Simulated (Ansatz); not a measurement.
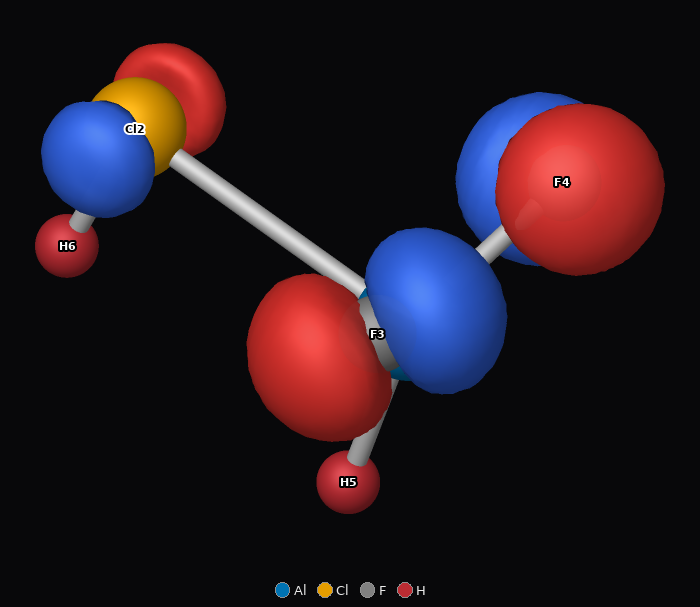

Figure. AlClF2H2. The HOMO−1 at ±0.2 Å⁻³ᐟ² (blue and red are the two phases), seen at a tilt.

Level of theory: RKS PBE0-D4/def2-SVP (Ansatz 0.2.0).

```yaml
atoms:
  - { symbol: Al, position_ang: [0.0207, -0.5157, -0.3090] }
  - { symbol: Cl, position_ang: [0.0208, 0.0092, 2.2330] }
  - { symbol: F, position_ang: [1.4219, 0.3002, -0.6791] }
  - { symbol: F, position_ang: [-1.4092, 0.2533, -0.6694] }
  - { symbol: H, position_ang: [0.0472, -2.0736, -0.1072] }
  - { symbol: H, position_ang: [0.0424, -1.2389, 2.5668] }
```

> What is the character of this orbital?

It lies mainly on F3 (about 40 %), F4 (about 40 %) and Cl2 (about 10 %); largely a combination of lone pairs on F3, F4 and Cl2. Its energy is −10.52 eV.
